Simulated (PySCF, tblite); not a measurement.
# C4H10BNS2: geometry, infrared bands and NMR shifts

Aim: predict the infrared bands and NMR shifts of C4H10BNS2 (`CC#[N+][BH2-]SCSC`).

Computed with tblite 0.8.0 and PySCF 2.14.0, with density-fitted response routines of our own, on a single molecule in the gas phase. Atoms count from 0, in the outputs and in this text.

## (1) The starting structure

18 atoms, charge 0, multiplicity 1; geometry from: force field or distance geometry start.

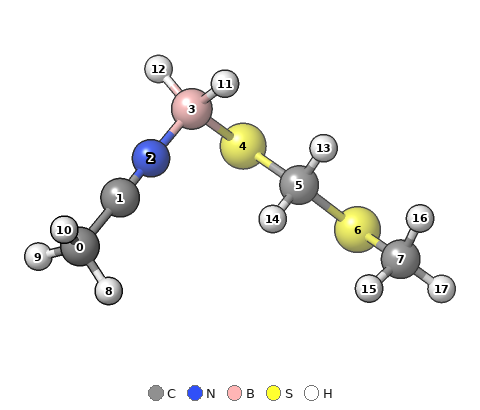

As it starts; carbon grey, nitrogen blue, boron pink, sulfur yellow, hydrogen white, atoms numbered.

## (2) Optimising the geometry with GFN2-xTB

What the job is given:

```
{"job": {"kind": "relax", "xc": "GFN2-xTB", "basis": "xTB"}, "charge": 0, "multiplicity": 1}
C      3.272400     1.366300     0.577900
C      2.487300     0.232200     0.078300
N      1.889800    -0.678200    -0.296900
B      1.090500    -1.823600    -0.806800
S     -0.236200    -1.226000    -2.010600
C     -1.336600    -0.517600    -0.749800
S     -2.777800     0.228300    -1.568700
C     -3.547500     0.787300    -0.010500
H      2.586800     2.221800     0.762100
H      4.018400     1.654300    -0.173800
H      3.768600     1.090900     1.523900
H      0.582700    -2.399900     0.122800
H      1.813200    -2.586700    -1.351100
H     -1.665400    -1.319800    -0.060000
H     -0.792100     0.275800    -0.175600
H     -2.887700     1.495800     0.524400
H     -3.765500    -0.084500     0.643600
H     -4.509700     1.289800    -0.251500
```

Launch:

```
$ OMP_NUM_THREADS=1 python probes_run.py task.json out
```

The driver reads the jobs from task.json and runs them one after another.

**Question.** This job is followed by: GFN2-xTB harmonic vibrations, gas phase; GIAO PBE0/pcSseg-1 NMR shielding, non-relativistic, gas phase. What will the session give for the following? strongest single infrared mode (GFN2-xTB); zero-point energy (GFN2-xTB); 13C shifts against TMS (PBE0/pcSseg-1); 1H shifts against TMS (PBE0/pcSseg-1, means over atoms taken as alike); 15N shifts against NH3 (PBE0/pcSseg-1); 11B shifts against BF3·OEt2 (PBE0/pcSseg-1); 33S shifts against CS2 (PBE0/pcSseg-1).

**Answer**, as computed:

| quantity | value |
| --- | --- |
| strongest single infrared mode (GFN2-xTB) | 2488 cm⁻¹, 121 km/mol |
| zero-point energy (GFN2-xTB) | 84.2 kcal/mol |
| 13C shifts against TMS (PBE0/pcSseg-1) | 126.0, 51.2, 17.9, 6.6 ppm |
| 1H shifts against TMS (PBE0/pcSseg-1, means over atoms taken as alike) | 3.75, 2.73, 2.45, 2.30 ppm |
| 15N shifts against NH3 (PBE0/pcSseg-1) | 222.9 ppm |
| 11B shifts against BF3·OEt2 (PBE0/pcSseg-1) | -26.1 ppm |
| 33S shifts against CS2 (PBE0/pcSseg-1) | -15, -105 ppm |

What this shows: The optimisation took 267 steps and gained 0.621 eV; among the close pairs (by a distance rule), C0–C1 changed most, from 1.467 to 1.423 Å. The lowest mode is imaginary (66i cm⁻¹), so the xTB geometry is not a minimum. The strongest single mode, at 2488 cm⁻¹, moves mainly H11. Unscaled tight-binding wavenumbers are off by several per cent, some by more. Its intensities can rank the bands wrongly. At PBE0/pcSseg-1: The widest tensor belongs to N2: span 431 ppm, with a paramagnetic part of -287 ppm.
